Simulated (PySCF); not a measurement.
# C₇H₁₅NOSi: a changed input and its effect

System: C₇H₁₅NOSi.
Method of the first run: GIAO PBE0/pcSseg-1 NMR shielding, non-relativistic, IEF-PCM tetrahydrofuran (PySCF 2.14.0).

The geometry comes from this level: PBE0-D3(BJ)/def2-SVP. Text and figures count atoms from 1; the logs count them from 0 in places.

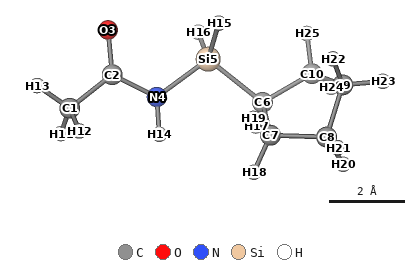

The structure (ball-and-stick view, seen at a tilt; atoms are numbered from 1 in the order of the input).

Input file, the first run:
```
{"job": {"kind": "nmr", "xc": "PBE0", "basis": "pcSseg-1", "solvent": "tetrahydrofuran", "pop": false}, "charge": 0, "multiplicity": 1}
C      4.284714    -0.747059     0.353959
C      3.210596     0.283363     0.608316
O      3.435323     1.478010     0.653032
N      1.939166    -0.185610     0.797663
Si     0.634822     0.984871     1.083349
C     -0.947569    -0.023328     1.211182
C     -1.167053    -0.953184    -0.009892
C     -2.663657    -0.866319    -0.306616
C     -2.981713     0.595827    -0.015562
C     -2.208839     0.885508     1.274160
H      4.398832    -1.404266     1.229996
H      4.024629    -1.379666    -0.508448
H      5.233825    -0.234923     0.160369
H      1.779421    -1.184950     0.747687
H      0.520595     1.920286    -0.074488
H      0.888228     1.754085     2.335144
H     -0.888839    -0.628112     2.131708
H     -0.826114    -1.982984     0.179848
H     -0.604065    -0.593669    -0.890214
H     -3.224810    -1.517431     0.386067
H     -2.920731    -1.177597    -1.330808
H     -2.595881     1.224491    -0.836342
H     -4.058334     0.805188     0.074519
H     -2.821101     0.617522     2.149581
H     -1.976431     1.958667     1.381013
```

The first line tells a small driver script what to run in PySCF; the rest is the geometry in Å.

Launched with:
```bash
OMP_NUM_THREADS=1 python <driver script> task.json out
```

Hardware: 1 CPU thread, shared host.

Output (the first run):
```
coarse grid: 20680 points
cycle   1  E = -694.4280731284  dE =  1.153e+00  |g| = 8.688e-01  |ddm| = 4.390e+00
cycle   2  E = -694.1244334535  dE =  3.036e-01  |g| = 1.527e+00  |ddm| = 1.928e+00
cycle   3  E = -694.5729557979  dE = -4.485e-01  |g| = 2.180e-01  |ddm| = 1.400e+00
cycle   4  E = -694.5821902995  dE = -9.235e-03  |g| = 6.722e-02  |ddm| = 1.966e-01
cycle   5  E = -694.5830717497  dE = -8.815e-04  |g| = 1.725e-02  |ddm| = 5.491e-02
cycle   6  E = -694.5831353769  dE = -6.363e-05  |g| = 4.930e-03  |ddm| = 1.522e-02
cycle   7  E = -694.5831405590  dE = -5.182e-06  |g| = 1.050e-03  |ddm| = 4.087e-03
final grid: 193168 points
cycle   8  E = -694.6504260014  dE = -3.553e-05  |g| = 1.391e-02  |ddm| = 3.702e-02
cycle   9  E = -694.6503531593  dE =  7.284e-05  |g| = 2.396e-02  |ddm| = 2.702e-02
cycle  10  E = -694.6504659743  dE = -1.128e-04  |g| = 2.590e-03  |ddm| = 1.753e-02
cycle  11  E = -694.6504674040  dE = -1.430e-06  |g| = 2.590e-04  |ddm| = 2.092e-03
cycle  12  E = -694.6504674159  dE = -1.192e-08  |g| = 1.170e-04  |ddm| = 3.227e-04
cycle  13  E = -694.6504674189  dE = -3.032e-09  |g| = 3.185e-05  |ddm| = 1.239e-04
cycle  14  E = -694.6504674191  dE = -2.128e-10  |g| = 7.291e-06  |ddm| = 2.884e-05
converged SCF energy = -694.6504674191

GIAO shielding tensors (ppm)
atom      isotropic    diamagn.    paramagn.     s11        s22        s33       span
  0 C      160.028     247.483     -87.455    134.888    151.102    194.093     59.205
  1 C        3.551     245.197    -241.646    -73.541    -11.219     95.414    168.955
  2 O      -92.942     404.466    -497.408   -371.918   -194.459    287.551    659.468
  3 N      139.696     333.640    -193.945     30.623    150.167    238.297    207.673
  4 Si     384.157     883.269    -499.112    361.487    368.813    422.171     60.684
  5 C      168.082     255.142     -87.060    136.556    181.762    185.928     49.372
  6 C      152.842     247.996     -95.155    127.873    159.745    170.906     43.033
  7 C      153.316     248.974     -95.657    131.014    162.744    166.191     35.177
  8 C      154.585     250.023     -95.438    130.529    163.157    170.069     39.541
  9 C      156.763     248.547     -91.784    128.189    167.049    175.050     46.861
 10 H       28.959      25.488       3.471     25.294     28.174     33.409      8.115
 11 H       29.028      28.451       0.577     25.098     28.877     33.108      8.011
 12 H       29.632      24.153       5.479     25.597     27.842     35.456      9.859
 13 H       26.576      38.311     -11.735     20.257     28.312     31.159     10.903
 14 H       27.035      32.693      -5.658     23.193     27.092     30.820      7.627
 15 H       26.602      31.299      -4.697     22.516     25.635     31.655      9.139
 16 H       29.994      34.225      -4.231     25.431     27.888     36.663     11.233
 17 H       29.412      33.301      -3.890     24.019     28.267     35.949     11.930
 18 H       30.062      34.591      -4.529     24.087     30.423     35.677     11.589
 19 H       29.965      30.595      -0.630     25.277     27.397     37.221     11.944
 20 H       29.522      29.938      -0.416     24.647     26.672     37.247     12.600
 21 H       30.055      31.231      -1.176     25.842     27.676     36.647     10.805
 22 H       29.538      28.541       0.997     24.554     26.631     37.428     12.874
 23 H       29.566      30.475      -0.909     24.004     27.368     37.328     13.324
 24 H       29.883      30.828      -0.945     24.583     28.856     36.209     11.626
```

The input of the second run differs as follows (lines with − go, lines with + come):
```diff
-"solvent": "tetrahydrofuran"
-"pop": false
+"solvent": "acetonitrile"
+"pop": true
```

What does this change do to the results?

The total energy of the second run is 1.4 kcal/mol lower: the change of the electrostatic solvation energy at this fixed geometry, without cavity or dispersion terms. The HOMO goes from −7.65 to −7.70 eV. The dipole moment goes from 5.40 to 5.70 D. Of all shieldings, the largest change is that of O3, by +8.5 ppm. The number of SCF iterations is the same.

Output (the second run):
```
coarse grid: 20680 points
cycle   1  E = -694.4326200895  dE =  1.148e+00  |g| = 8.649e-01  |ddm| = 4.390e+00
cycle   2  E = -694.1490885720  dE =  2.835e-01  |g| = 1.493e+00  |ddm| = 1.859e+00
cycle   3  E = -694.5759984684  dE = -4.269e-01  |g| = 2.101e-01  |ddm| = 1.336e+00
cycle   4  E = -694.5845301265  dE = -8.532e-03  |g| = 6.482e-02  |ddm| = 1.875e-01
cycle   5  E = -694.5853470971  dE = -8.170e-04  |g| = 1.675e-02  |ddm| = 5.246e-02
cycle   6  E = -694.5854069431  dE = -5.985e-05  |g| = 4.745e-03  |ddm| = 1.464e-02
cycle   7  E = -694.5854117357  dE = -4.793e-06  |g| = 1.003e-03  |ddm| = 3.927e-03
final grid: 193168 points
cycle   8  E = -694.6526924798  dE = -3.637e-05  |g| = 1.373e-02  |ddm| = 3.696e-02
cycle   9  E = -694.6526245444  dE =  6.794e-05  |g| = 2.334e-02  |ddm| = 2.632e-02
cycle  10  E = -694.6527315878  dE = -1.070e-04  |g| = 2.502e-03  |ddm| = 1.689e-02
cycle  11  E = -694.6527329190  dE = -1.331e-06  |g| = 2.557e-04  |ddm| = 2.011e-03
cycle  12  E = -694.6527329306  dE = -1.165e-08  |g| = 1.144e-04  |ddm| = 3.141e-04
cycle  13  E = -694.6527329335  dE = -2.892e-09  |g| = 3.145e-05  |ddm| = 1.215e-04
cycle  14  E = -694.6527329337  dE = -2.078e-10  |g| = 7.129e-06  |ddm| = 2.826e-05
converged SCF energy = -694.6527329337

GIAO shielding tensors (ppm)
atom      isotropic    diamagn.    paramagn.     s11        s22        s33       span
  0 C      159.907     247.136     -87.229    134.831    150.641    194.249     59.419
  1 C        2.595     245.349    -242.754    -72.526    -15.249     95.561    168.087
  2 O      -84.463     404.994    -489.457   -356.517   -184.639    287.767    644.284
  3 N      138.394     333.724    -195.330     27.772    150.617    236.792    209.021
  4 Si     384.385     883.327    -498.941    361.225    368.663    423.268     62.044
  5 C      168.124     255.015     -86.891    136.546    181.782    186.043     49.497
  6 C      152.875     247.958     -95.083    127.770    159.835    171.019     43.249
  7 C      153.417     249.075     -95.658    131.150    162.872    166.228     35.079
  8 C      154.621     250.078     -95.458    130.534    163.197    170.132     39.598
  9 C      156.861     248.672     -91.812    128.286    167.138    175.158     46.872
 10 H       28.882      25.345       3.537     25.196     28.081     33.369      8.172
 11 H       28.941      28.304       0.637     24.992     28.774     33.057      8.066
 12 H       29.683      24.107       5.576     25.647     27.902     35.499      9.852
 13 H       26.362      38.173     -11.810     20.039     28.144     30.904     10.866
 14 H       27.076      32.785      -5.708     23.241     27.154     30.834      7.593
 15 H       26.636      31.373      -4.737     22.558     25.683     31.667      9.109
 16 H       29.933      34.158      -4.224     25.375     27.801     36.624     11.249
 17 H       29.346      33.238      -3.892     23.932     28.190     35.917     11.985
 18 H       30.057      34.593      -4.536     24.065     30.432     35.674     11.610
 19 H       29.955      30.591      -0.635     25.268     27.375     37.223     11.954
 20 H       29.524      29.957      -0.433     24.650     26.669     37.253     12.602
 21 H       30.062      31.261      -1.199     25.848     27.691     36.648     10.800
 22 H       29.538      28.544       0.994     24.554     26.633     37.427     12.874
 23 H       29.556      30.467      -0.910     23.993     27.352     37.325     13.332
 24 H       29.891      30.858      -0.967     24.588     28.879     36.206     11.619
```

The two runs side by side:

| quantity | the first run | the second run |
| --- | --- | --- |
| outcome | converged | converged |
| total energy (hartree) | −694.650467 | −694.652733 |
| HOMO (eV) | −7.65 | −7.70 |
| LUMO (eV) | 0.45 | 0.44 |
| dipole moment (D) | 5.40 | 5.70 |
| shielding of C1 (ppm) | 160.0 | 159.9 |
| shielding of C2 (ppm) | 3.6 | 2.6 |
| shielding of O3 (ppm) | −92.9 | −84.5 |
| shielding of N4 (ppm) | 139.7 | 138.4 |
| shielding of Si5 (ppm) | 384.2 | 384.4 |
| shielding of C8 (ppm) | 153.3 | 153.4 |
| shielding of H14 (ppm) | 26.6 | 26.4 |
| SCF iterations | 14 | 14 |
| basis functions | 252 | 252 |
| wall time (shared host) | 1.7 min | 1.9 min |
